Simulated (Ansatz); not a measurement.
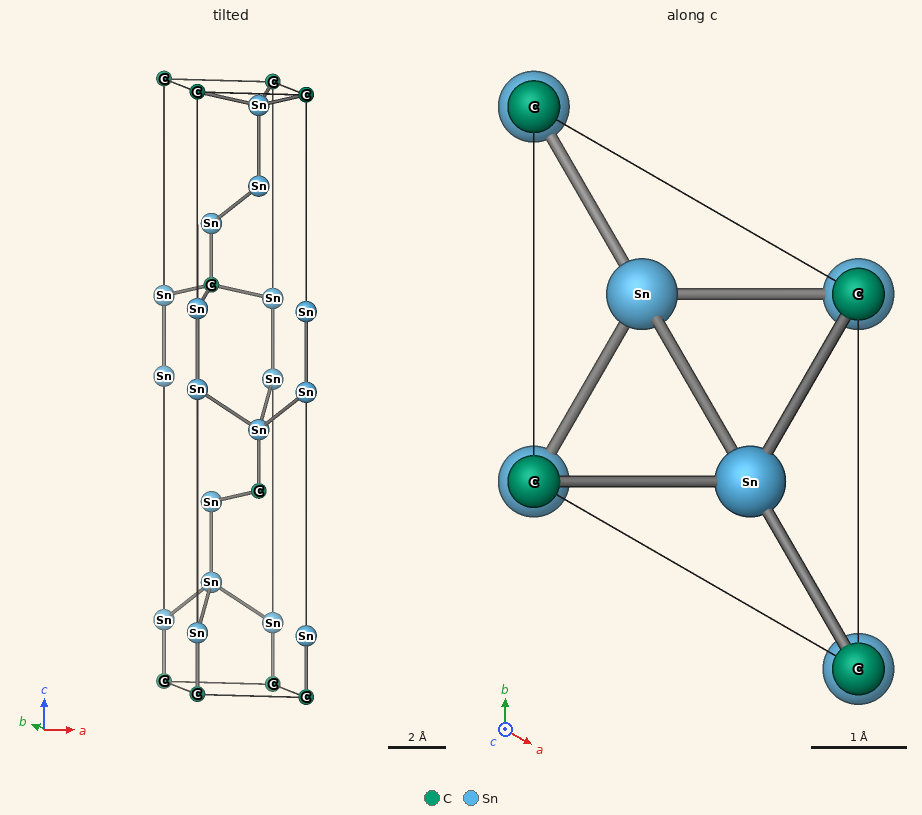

An orthographic ball-and-stick view of the structure, slightly off an axis and along the c axis. The edges of the conventional unit cell are marked.

Sn3C, space group R3m (No. 160), a = 3.978 Å, b = 3.978 Å, c = 21.678 Å, α = 90.00°, β = 90.00°, γ = 120.00°. Provenance: a structure type filled with these elements by a generator (whether the compound takes this form wasn't checked). Earlier steps of the study, as a rule a relaxation of our own, may have changed the cell and positions, so they can lie some per cent off the listed ones. It was run through Ansatz as a DFT input.

This one geometry was computed with Ansatz (DFT, plane waves, PAW) at three levels of theory: r2SCAN, PBE and PBE with spin-orbit coupling. It was relaxed beforehand with r2SCAN.

Which level gives the highest pressure at this volume, and what does that say about its equilibrium volume?

Answer. Highest: PBE (1.8 GPa) and PBE with spin-orbit coupling (1.8 GPa), which points to the largest equilibrium volume. Lowest, with the smallest volume: r2SCAN (0.0 GPa). Levels within 0.5 GPa of each other can't be told apart.

How does the band gap change with the level of theory?

Answer. All levels give a metal.

Collect the results in a table.

Answer.
| level | cutoff (eV) | k-mesh of the run's cell | gap (eV) | pressure (GPa) |
| --- | --- | --- | --- | --- |
| r2SCAN | 500 | 8×8×8 | metal | 0.0 |
| PBE | 420 | 8×8×8 | metal | 1.8 |
| PBE with spin-orbit coupling | 420 | 8×8×8 | metal | 1.8 |

Gaps are taken on the k-mesh or band path of each run.
